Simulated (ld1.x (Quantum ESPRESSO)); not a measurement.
# A TM potential for Co, from input to tests

Aim: build the potential from the settings below, then test how well it stands in for the atom: other configurations, scattering, ghost states and the plane-wave cutoff that it needs.

Method: ld1.x (Quantum ESPRESSO) 7.5, PBE, scalar-relativistic.

## 1. The atom and the settings

The settings as typed:

| Quantity | Value |
| --- | --- |
| element | cobalt (Co, Z = 27) |
| type | norm-conserving Troullier–Martins (Kleinman–Bylander form) |
| frozen core | [Ar] |
| valence charge | 9 |
| reference configuration | 3d7 4s2 4p0 |
| partial waves | 4p (bound, empty): rc 2.20 bohr; 3d (bound): rc 1.45 bohr; 4s (bound): rc 2.60 bohr |
| local potential | the s channel |
| core correction | not asked for |

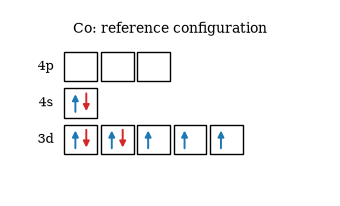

The outer shells as boxes. The arrows follow Hund's rule for the drawing; the calculation itself is spin-unpolarised.

An earlier all-electron run gives the scale for the radii.

All-electron outer shells of the reference configuration (PBE, scalar-relativistic, ld1.x):

| shell | level (eV) | outermost node (bohr) | outermost maximum (bohr) |
| --- | --- | --- | --- |
| 3s | -102.40 | 0.31 | 0.66 |
| 3p | -65.64 | 0.28 | 0.68 |
| 3d | -8.20 | – | 0.66 |
| 4s | -5.47 | 0.96 | 2.32 |
| 4p | -1.28 | 1.05 | 3.25 |

## 2. Generation

Input file Co.in:

```
 &input
   title='Co', zed=27., rel=1, dft='PBE', iswitch=3,
   config='[Ar] 3d7 4s2 4p0',
   nld=3, rlderiv=2.85, eminld=-3.0, emaxld=5.0, deld=0.02
 /
 &inputp
   pseudotype=2, tm=.true., lloc=0,
   nlcc=.false.,
   file_pseudopw='Co.UPF', file_wfcaegen='ae.wfc', file_wfcncgen='nc.wfc', file_beta='beta', file_chi='chi'
 /
3
4P  2  1   0.00   0.00  2.20  2.20  0.0
3D  3  2   7.00   0.00  1.45  1.45  0.0
4S  1  0   2.00   0.00  2.60  2.60  0.0
 &test
   configts(1)='3d7 4s2 4p0'
 /
```

Started as:

```bash
$ ld1.x < Co.in > Co.out
```

Output in Co.out (without the banner and most projector matrices):

```text
     Program LD1 v.7.5
     --------------------------- All-electron run ----------------------------

     Co
     scalar relativistic calculation

     atomic number is 27.00
     dft =PBE   lsd =0 sic =0 latt =0  beta=0.20 tr2=1.0E-14
     Exchange-correlation= PBE
                           (   1   4   3   4   0   0   0)
     mesh =1193 r(mesh) =  99.89935 a.u. xmin = -7.00 dx = 0.01250
     1 Ry =  13.60569312 eV, c = 137.03599908

     n l     nl                  e(Ry)          e(Ha)          e(eV)
     1 0     1S 1( 2.00)      -558.0826      -279.0413     -7593.1006
     2 0     2S 1( 2.00)       -66.0755       -33.0378      -899.0036
     2 1     2P 1( 6.00)       -56.5897       -28.2948      -769.9416
     3 0     3S 1( 2.00)        -7.5266        -3.7633      -102.4044
     3 1     3P 1( 6.00)        -4.8242        -2.4121       -65.6364
     3 2     3D 1( 7.00)        -0.6030        -0.3015        -8.2040
     4 0     4S 1( 2.00)        -0.4020        -0.2010        -5.4697
     4 1     4P 1( 0.00)        -0.0938        -0.0469        -1.2766

     final scf error:  8.6E-15 reached in  32 iterations

     Etot =   -2786.294851 Ry,   -1393.147426 Ha,  -37909.472698 eV

     Ekin =    2822.267919 Ry,    1411.133959 Ha,   38398.911213 eV
     Encl =   -6674.713191 Ry,   -3337.356595 Ha,  -90814.099355 eV
     Eh   =    1184.776043 Ry,     592.388022 Ha,   16119.699266 eV
     Exc  =    -118.625623 Ry,     -59.312811 Ha,   -1613.983821 eV

     normalization and overlap integrals

     s(1S/1S) =  1.000000  <r> =   0.0562  <r2> =    0.0042  r(max) =   0.0366
     s(2S/2S) =  1.000000  <r> =   0.2555  <r2> =    0.0770  r(max) =   0.2131
     s(2P/2P) =  1.000000  <r> =   0.2250  <r2> =    0.0622  r(max) =   0.1723
     s(3S/3S) =  1.000000  <r> =   0.7736  <r2> =    0.6913  r(max) =   0.6648
     s(3P/3P) =  1.000000  <r> =   0.8160  <r2> =    0.7864  r(max) =   0.6816
     s(3D/3D) =  1.000000  <r> =   1.0711  <r2> =    1.5569  r(max) =   0.6648
     s(4S/4S) =  1.000000  <r> =   2.8937  <r2> =    9.7888  r(max) =   2.3202
     s(4P/4P) =  1.000000  <r> =   4.4224  <r2> =   23.7598  r(max) =   3.2517

     ------------------------ End of All-electron run ------------------------

     --------------------- Generating NC pseudopotential ---------------------

      Generating local pot.: lloc=0, matching radius rcloc =   2.6000

      Wfc   4P  rcut= 2.180  Using Troullier-Martins method

      Wfc   3D  rcut= 1.461  Using Troullier-Martins method

     ------------------- End of pseudopotential generation -------------------

     [... the all-electron block is printed once more ...]


     Computing logarithmic derivative in   2.85175
     Computing logarithmic derivative in   2.85175
     Computing the partial wave expansion
       no projector for channel:   0
     R is outside the sphere for l=    1 j= 0.00
     R is outside the sphere for l=    2 j= 0.00

     ---------------------- Testing the pseudopotential ----------------------

     Co
     scalar relativistic calculation

     atomic number is 27.00   valence charge is  9.00
     dft =PBE   lsd =0 sic =0 latt =0  beta=0.20 tr2=1.0E-14
     mesh =1193 r(mesh) =  99.89935 xmin = -7.00 dx = 0.01250

     n l     nl             e AE (Ry)        e PS (Ry)    De AE-PS (Ry)
     3 2     3D   1( 7.00)       -0.60298       -0.60298        0.00000
     1 0     4S   1( 2.00)       -0.40202       -0.40202        0.00000
     2 1     4P   1( 0.00)       -0.09383       -0.09383       -0.00000

     eps = 9.3E-16  iter = 20

     Etot =   -2786.294851 Ry,   -1393.147426 Ha,  -37909.472698 eV
     Etotps =   -56.037370 Ry,     -28.018685 Ha,    -762.427259 eV

     Ekin =      86.987785 Ry,      43.493892 Ha,    1183.529104 eV
     Encl =     -92.307087 Ry,     -46.153544 Ha,   -1255.901904 eV
     Ehrt =      53.978148 Ry,      26.989074 Ha,     734.410121 eV
     Ecxc =     -10.109993 Ry,      -5.054997 Ha,    -137.553464 eV
     Epseu=     -94.586223 Ry,     -47.293111 Ha,   -1286.911117 eV

     ---------------------- End of pseudopotential test ----------------------
```

Run time: 1.5 s. Hardware: 1 thread of Neoverse-V1, shared host. (Generation and the later configuration tests together.)

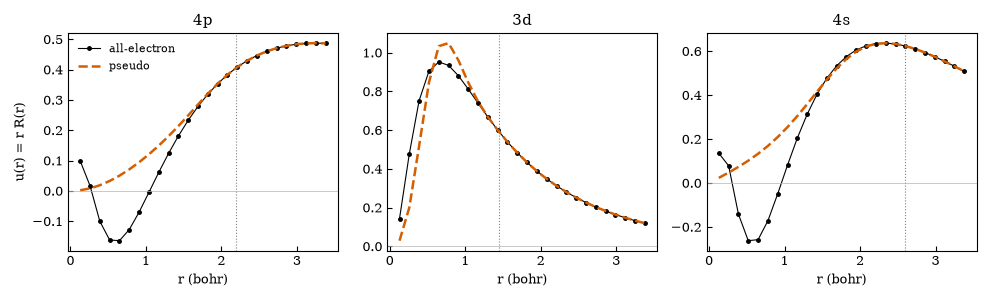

All-electron and pseudo partial waves (4p, 3d, 4s), with the matching radii dotted. The curves join 26 sampled radii, too few to resolve the innermost nodes.

## 3. Transferability test

Input file Co.test.in:

```
 &input
   title='Co', zed=27., rel=1, dft='PBE', iswitch=2,
   config='[Ar] 3d7 4s2 4p0'
 /
 &test
   file_pseudo='Co.UPF', nconf=8,
   configts(1)='3d7 4s2 4p0',
   configts(2)='3d7 4s1 4p0',
   configts(3)='3d7 4s0 4p0',
   configts(4)='3d6 4s0 4p0',
   configts(5)='3d8 4s1 4p0',
   configts(6)='3d6 4s2 4p1',
   configts(7)='3d6 4s2 4p0',
   configts(8)='3d7 4s0 4p1'
 /
```

Started as:

```bash
$ ld1.x < Co.test.in > Co.test.out
```

Co.test.out, the pseudopotential blocks, each with the warnings that came before it:

```text
     ---------------------- Testing the pseudopotential ----------------------

     Co
     scalar relativistic calculation

     atomic number is 27.00   valence charge is  9.00
     dft =PBE   lsd =0 sic =0 latt =0  beta=0.20 tr2=1.0E-14
     mesh =1193 r(mesh) =  99.89935 xmin = -7.00 dx = 0.01250

     n l     nl             e AE (Ry)        e PS (Ry)    De AE-PS (Ry)
     3 2     3D   1( 7.00)       -0.60298       -0.60298        0.00000
     1 0     4S   1( 2.00)       -0.40202       -0.40202        0.00000
     2 1     4P   1( 0.00)       -0.09383       -0.09383       -0.00000

     eps = 9.0E-15  iter = 20

     Etot =   -2786.294851 Ry,   -1393.147426 Ha,  -37909.472698 eV
     Etotps =   -56.037370 Ry,     -28.018685 Ha,    -762.427260 eV

     Ekin =      86.987785 Ry,      43.493892 Ha,    1183.529104 eV
     Encl =     -92.307087 Ry,     -46.153544 Ha,   -1255.901904 eV
     Ehrt =      53.978148 Ry,      26.989074 Ha,     734.410122 eV
     Ecxc =     -10.109993 Ry,      -5.054997 Ha,    -137.553464 eV
     Epseu=     -94.586223 Ry,     -47.293111 Ha,   -1286.911118 eV

     ---------------------- End of pseudopotential test ----------------------

     ---------------------- Testing the pseudopotential ----------------------

     Co
     scalar relativistic calculation

     atomic number is 27.00   valence charge is  9.00
     dft =PBE   lsd =0 sic =0 latt =0  beta=0.20 tr2=1.0E-14
     mesh =1193 r(mesh) =  99.89935 xmin = -7.00 dx = 0.01250

     n l     nl             e AE (Ry)        e PS (Ry)    De AE-PS (Ry)
     3 2     3D   1( 7.00)       -1.24646       -1.24245       -0.00401
     1 0     4S   1( 1.00)       -0.93803       -0.93643       -0.00160
     2 1     4P   1( 0.00)       -0.54886       -0.54784       -0.00102

     eps = 6.4E-15  iter = 30

     Etot =   -2785.631149 Ry,   -1392.815574 Ha,  -37900.442564 eV
     Etotps =   -55.374160 Ry,     -27.687080 Ha,    -753.403828 eV
     dEtot_ae =       0.663703 Ry
     dEtot_ps =       0.663210 Ry,   Delta E=       0.000493 Ry

     Ekin =      87.830541 Ry,      43.915270 Ha,    1194.995388 eV
     Encl =     -86.294056 Ry,     -43.147028 Ha,   -1174.090450 eV
     Ehrt =      48.588535 Ry,      24.294267 Ha,     661.080696 eV
     Ecxc =      -9.738564 Ry,      -4.869282 Ha,    -132.499912 eV
     Epseu=     -95.760616 Ry,     -47.880308 Ha,   -1302.889550 eV

     ---------------------- End of pseudopotential test ----------------------

     ---------------------- Testing the pseudopotential ----------------------

     Co
     scalar relativistic calculation

     atomic number is 27.00   valence charge is  9.00
     dft =PBE   lsd =0 sic =0 latt =0  beta=0.20 tr2=1.0E-14
     mesh =1193 r(mesh) =  99.89935 xmin = -7.00 dx = 0.01250

     n l     nl             e AE (Ry)        e PS (Ry)    De AE-PS (Ry)
     3 2     3D   1( 7.00)       -1.98916       -1.98096       -0.00820  !
     1 0     4S   1( 0.00)       -1.53869       -1.53072       -0.00797  !
     2 1     4P   1( 0.00)       -1.07841       -1.07142       -0.00700  !

     eps = 3.7E-15  iter =  7

     Etot =   -2784.397424 Ry,   -1392.198712 Ha,  -37883.656885 eV
     Etotps =   -54.144680 Ry,     -27.072340 Ha,    -736.675903 eV
     dEtot_ae =       1.897427 Ry
     dEtot_ps =       1.892690 Ry,   Delta E=       0.004737 Ry

     Ekin =      88.970924 Ry,      44.485462 Ha,    1210.511089 eV
     Encl =     -79.353803 Ry,     -39.676902 Ha,   -1079.663492 eV
     Ehrt =      43.010367 Ry,      21.505184 Ha,     585.185859 eV
     Ecxc =      -9.357732 Ry,      -4.678866 Ha,    -127.318432 eV
     Epseu=     -97.414436 Ry,     -48.707218 Ha,   -1325.390927 eV

     ---------------------- End of pseudopotential test ----------------------

     Warning: n=3, l=2 expected 0 nodes, found 1
     ---------------------- Testing the pseudopotential ----------------------

     Co
     scalar relativistic calculation

     atomic number is 27.00   valence charge is  9.00
     dft =PBE   lsd =0 sic =0 latt =0  beta=0.20 tr2=1.0E-14
     mesh =1193 r(mesh) =  99.89935 xmin = -7.00 dx = 0.01250

     n l     nl             e AE (Ry)        e PS (Ry)    De AE-PS (Ry)
     3 2     3D   1( 6.00)       -3.31966       -3.37751        0.05785  !
     1 0     4S   1( 0.00)       -2.38146       -2.38279        0.00134
     2 1     4P   1( 0.00)       -1.82341       -1.80507       -0.01834  !

     eps = 8.3E-15  iter =  8

     Etot =   -2781.761040 Ry,   -1390.880520 Ha,  -37847.787048 eV
     Etotps =   -51.485423 Ry,     -25.742711 Ha,    -700.494864 eV
     dEtot_ae =       4.533812 Ry
     dEtot_ps =       4.551947 Ry,   Delta E=      -0.018135 Ry

     Ekin =      81.999852 Ry,      40.999926 Ha,    1115.664821 eV
     Encl =     -69.160749 Ry,     -34.580374 Ha,    -940.979921 eV
     Ehrt =      33.586749 Ry,      16.793375 Ha,     456.971005 eV
     Ecxc =      -8.143452 Ry,      -4.071726 Ha,    -110.797314 eV
     Epseu=     -89.767823 Ry,     -44.883912 Ha,   -1221.353455 eV

     ---------------------- End of pseudopotential test ----------------------

     ---------------------- Testing the pseudopotential ----------------------

     Co
     scalar relativistic calculation

     atomic number is 27.00   valence charge is  9.00
     dft =PBE   lsd =0 sic =0 latt =0  beta=0.20 tr2=1.0E-14
     mesh =1193 r(mesh) =  99.89935 xmin = -7.00 dx = 0.01250

     n l     nl             e AE (Ry)        e PS (Ry)    De AE-PS (Ry)
     3 2     3D   1( 8.00)       -0.31141       -0.29243       -0.01898  !
     1 0     4S   1( 1.00)       -0.32150       -0.32739        0.00588  !
     2 1     4P   1( 0.00)       -0.05948       -0.06292        0.00345

     eps = 4.2E-15  iter = 25

     Etot =   -2786.383253 Ry,   -1393.191627 Ha,  -37910.675469 eV
     Etotps =   -56.111120 Ry,     -28.055560 Ha,    -763.430683 eV
     dEtot_ae =      -0.088402 Ry
     dEtot_ps =      -0.073750 Ry,   Delta E=      -0.014652 Ry

     Ekin =      91.454298 Ry,      45.727149 Ha,    1244.299109 eV
     Encl =     -93.958291 Ry,     -46.979146 Ha,   -1278.367674 eV
     Ehrt =      56.535239 Ry,      28.267620 Ha,     769.201116 eV
     Ecxc =     -10.530895 Ry,      -5.265447 Ha,    -143.280124 eV
     Epseu=     -99.611471 Ry,     -49.805736 Ha,   -1355.283111 eV

     ---------------------- End of pseudopotential test ----------------------

     ---------------------- Testing the pseudopotential ----------------------

     Co
     scalar relativistic calculation

     atomic number is 27.00   valence charge is  9.00
     dft =PBE   lsd =0 sic =0 latt =0  beta=0.20 tr2=1.0E-14
     mesh =1193 r(mesh) =  99.89935 xmin = -7.00 dx = 0.01250

     n l     nl             e AE (Ry)        e PS (Ry)    De AE-PS (Ry)
     3 2     3D   1( 6.00)       -1.11526       -1.16350        0.04824  !
     1 0     4S   1( 2.00)       -0.57203       -0.57307        0.00104
     2 1     4P   1( 1.00)       -0.19286       -0.18957       -0.00330

     eps = 3.8E-15  iter = 22

     Etot =   -2785.584838 Ry,   -1392.792419 Ha,  -37899.812478 eV
     Etotps =   -55.303499 Ry,     -27.651750 Ha,    -752.442439 eV
     dEtot_ae =       0.710013 Ry
     dEtot_ps =       0.733871 Ry,   Delta E=      -0.023858 Ry

     Ekin =      80.738649 Ry,      40.369325 Ha,    1098.505288 eV
     Encl =     -89.178156 Ry,     -44.589078 Ha,   -1213.330620 eV
     Ehrt =      49.750426 Ry,      24.875213 Ha,     676.889028 eV
     Ecxc =      -9.437180 Ry,      -4.718590 Ha,    -128.399374 eV
     Epseu=     -87.177239 Ry,     -43.588620 Ha,   -1186.106762 eV

     ---------------------- End of pseudopotential test ----------------------

     ---------------------- Testing the pseudopotential ----------------------

     Co
     scalar relativistic calculation

     atomic number is 27.00   valence charge is  9.00
     dft =PBE   lsd =0 sic =0 latt =0  beta=0.20 tr2=1.0E-14
     mesh =1193 r(mesh) =  99.89935 xmin = -7.00 dx = 0.01250

     n l     nl             e AE (Ry)        e PS (Ry)    De AE-PS (Ry)
     3 2     3D   1( 6.00)       -1.67487       -1.71371        0.03883  !
     1 0     4S   1( 2.00)       -1.06776       -1.06628       -0.00148
     2 1     4P   1( 0.00)       -0.63474       -0.62751       -0.00723  !

     eps = 9.1E-15  iter = 17

     Etot =   -2785.179005 Ry,   -1392.589502 Ha,  -37894.290832 eV
     Etotps =   -54.902837 Ry,     -27.451418 Ha,    -746.991148 eV
     dEtot_ae =       1.115847 Ry
     dEtot_ps =       1.134533 Ry,   Delta E=      -0.018687 Ry

     Ekin =      80.564275 Ry,      40.282137 Ha,    1096.132796 eV
     Encl =     -84.130598 Ry,     -42.065299 Ha,   -1144.655098 eV
     Ehrt =      45.150088 Ry,      22.575044 Ha,     614.298237 eV
     Ecxc =      -9.106865 Ry,      -4.553432 Ha,    -123.905207 eV
     Epseu=     -87.379736 Ry,     -43.689868 Ha,   -1188.861876 eV

     ---------------------- End of pseudopotential test ----------------------

     ---------------------- Testing the pseudopotential ----------------------

     Co
     scalar relativistic calculation

     atomic number is 27.00   valence charge is  9.00
     dft =PBE   lsd =0 sic =0 latt =0  beta=0.20 tr2=1.0E-14
     mesh =1193 r(mesh) =  99.89935 xmin = -7.00 dx = 0.01250

     n l     nl             e AE (Ry)        e PS (Ry)    De AE-PS (Ry)
     3 2     3D   1( 7.00)       -1.35700       -1.35705        0.00005
     1 0     4S   1( 0.00)       -1.00643       -1.00430       -0.00214
     2 1     4P   1( 1.00)       -0.60637       -0.60495       -0.00142

     eps = 2.9E-15  iter =  9

     Etot =   -2785.236570 Ry,   -1392.618285 Ha,  -37895.074046 eV
     Etotps =   -54.980201 Ry,     -27.490101 Ha,    -748.043748 eV
     dEtot_ae =       1.058281 Ry
     dEtot_ps =       1.057169 Ry,   Delta E=       0.001113 Ry

     Ekin =      88.665145 Ry,      44.332572 Ha,    1206.350747 eV
     Encl =     -85.211049 Ry,     -42.605524 Ha,   -1159.355380 eV
     Ehrt =      47.691313 Ry,      23.845656 Ha,     648.873364 eV
     Ecxc =      -9.645557 Ry,      -4.822779 Ha,    -131.234493 eV
     Epseu=     -96.480052 Ry,     -48.240026 Ha,   -1312.677986 eV

     ---------------------- End of pseudopotential test ----------------------
```

Excitation and ionisation energies from 3d7 4s2 4p0, with the error of the potential. A star marks tests that logged a warning.

```csv
valence configuration,charge,ΔE all-electron (eV),error AE − PS (meV)
3d7 4s1 4p0,+1,9.030,+6.7
3d7 4s0 4p0,+2,25.816,+64
3d6 4s0 4p0 *,+3,61.686,-247
3d8 4s1 4p0,0,-1.203,-199
3d6 4s2 4p1,0,9.660,-325
3d6 4s2 4p0,+1,15.182,-254
3d7 4s0 4p1,+1,14.399,+15
```

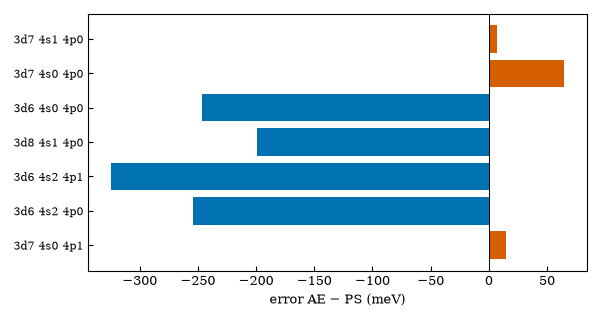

Error of the potential in each test configuration.

## 4. Scattering by logarithmic derivatives

Taken from the files of the generation run. The phase is arctan(r·u′/u) with u = r·R, unwrapped, with energies in Ry. A pole is an energy at which the radial function vanishes at the test radius. The pseudo phase is shifted by a multiple of π to meet the all-electron one at the reference energy. Levels narrower than the energy grid can be missing from the poles. The last column is the largest difference on the grid between −1 and +1 Ry.

| channel | radius (bohr) | reference (Ry) | poles AE | poles PS | window around the reference with phases within 0.05 rad (Ry) | largest difference near zero (rad) |
| --- | --- | --- | --- | --- | --- | --- |
| s | 2.85 | -0.40 | 0.80 | 0.74 | below 1.8 | 0.012 |
| p | 2.85 | -0.09 | 1.69 | 1.68 | below 4.2 | 0.002 |
| d | 2.85 | -0.60 | -0.54, 3.31 | -0.54, 4.23 | below 0.5 | 0.128 |

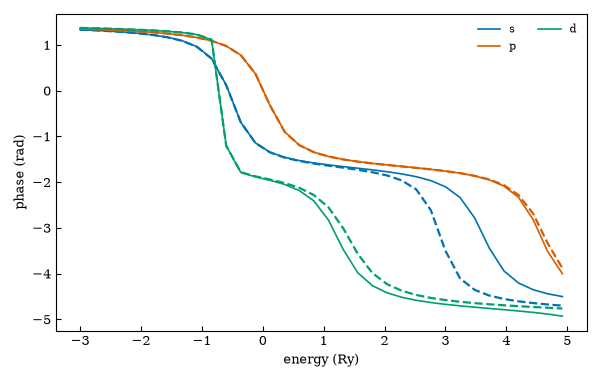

Phases by channel: all-electron solid, pseudo dashed.

## 5. Plane-wave convergence, by spherical Bessel functions

This step uses the generator's waves and projectors in a separate script. Basis: spherical Bessel functions vanishing at 20 bohr, q² up to the cutoff; potential fixed at the reference.

All-electron valence levels (Ry): 4p -0.0938, 3d -0.6030, 4s -0.4020. The lowest levels of each channel (Ry) by cutoff; the last column sums, over occupied levels, occupation times the distance from the level at 400 Ry. A positive value at high cutoff is not a bound level.

| cutoff (Ry) | p #1 | d #1 | s #1 | f #1 | Σ f·Δε (mRy) |
| --- | --- | --- | --- | --- | --- |
| 8 | -0.0933 | 0.0604 | -0.3998 | 0.1121 | 4648.3 |
| 18 | -0.0937 | 0.0604 | -0.4017 | 0.1121 | 4644.5 |
| 30 | -0.0938 | 0.0602 | -0.4019 | 0.1121 | 4642.4 |
| 50 | -0.0938 | 0.0383 | -0.4020 | 0.1121 | 4489.2 |
| 70 | -0.0938 | -0.4412 | -0.4020 | 0.1121 | 1132.2 |
| 110 | -0.0938 | -0.6007 | -0.4020 | 0.1121 | 15.8 |
| 120 | -0.0938 | -0.6023 | -0.4020 | 0.1121 | 4.8 |
| 160 | -0.0938 | -0.6027 | -0.4020 | 0.1121 | 2.0 |
| 200 | -0.0938 | -0.6029 | -0.4020 | 0.1121 | 0.8 |
| 260 | -0.0938 | -0.6030 | -0.4020 | 0.1121 | 0.1 |
| 400 | -0.0938 | -0.6030 | -0.4020 | 0.1121 | 0.0 |

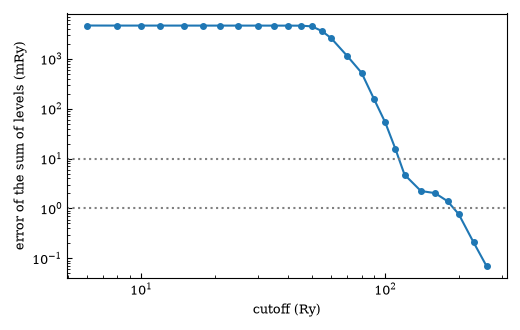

Occupation-weighted error of the valence levels against the cutoff; the dotted lines mark 10 and 1 mRy.

The sum stays within 10 mRy from 120 Ry and within 1 mRy from 200 Ry. The sum leaves out empty levels, which can need more. Ghost test: no level below the all-electron spectrum of its channel (p, d, s, f tested).

## 6. What came out

| quantity | value |
| --- | --- |
| cutoffs for 10 and 1 mRy, occupied levels | 120 Ry and 200 Ry |
| bound ghosts | none found |
| largest test error (AE − PS) | -325 meV, for 3d6 4s2 4p1 |
| largest phase difference near zero energy, channels read | 0.128 rad |

**Reading.** By total energies transferability is poor: the largest error is 325 meV on 9.7 eV, for 3d6 4s2 4p1. The potential is hard: the looser tolerance needs 120 Ry. The slowest occupied level is 3d: taken alone it needs 120 Ry to come within 1 mRy, against 18 Ry for 4s. No bound ghost shows below the valence levels. Near zero energy the largest phase difference among the channels read is 0.13 rad, in the d channel. All of this concerns the isolated atom, not yet a solid.
